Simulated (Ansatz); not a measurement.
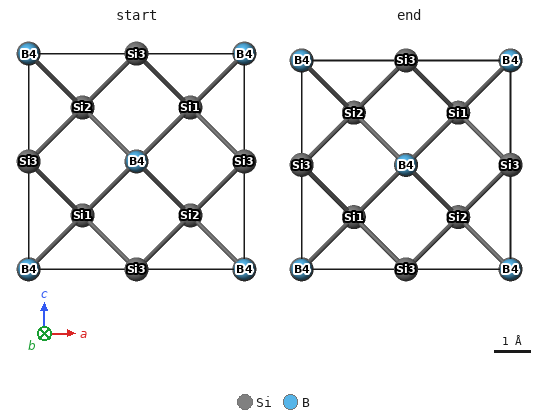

The structure of crystalline Si3B (a generated structure, set up in Fm-3m) (coarse preliminary run) before (left) and after (right) a relaxation, at one scale.

Style: ball-and-stick. Shown: the conventional cell (4 times the calculation's cell), along the b axis. Lengths and directions refer to the drawn axes.

Method: DFT PBE, scalar-relativistic, plane waves, PAW in Ansatz. Set-up: plane-wave cutoff 420 eV; k-point mesh 6 × 6 × 6; occupations gaussian; smearing width 0.1 eV; no spin polarisation; cell and atoms relaxed; force threshold 0.04 eV/Å; at most 70 steps.

**What changed between the two?**

No atom moves by more than 0.005 Å relative to the cell. The drawn cell changes as follows: a = b = c 6.067 → 5.874 Å (−3.2 %); the volume changes by −9.3 %. Among the contacts that change: Si1–B4 2.627 → 2.543 Å, Si1–Si3 2.627 → 2.543 Å. The space group stays Fm-3m (No. 225). Over 1 accepted move (2 points after the start) the energy falls by 0.169 eV per cell of the calculation. All forces vanish by symmetry, so only the cell relaxes. Pressure: −9.29 GPa at the start and −0.37 GPa at the end. At 1 point the geometry stayed and the basis and grid were re-selected for the new cell (energy shift of 1.2 meV per cell of the calculation at most each time).
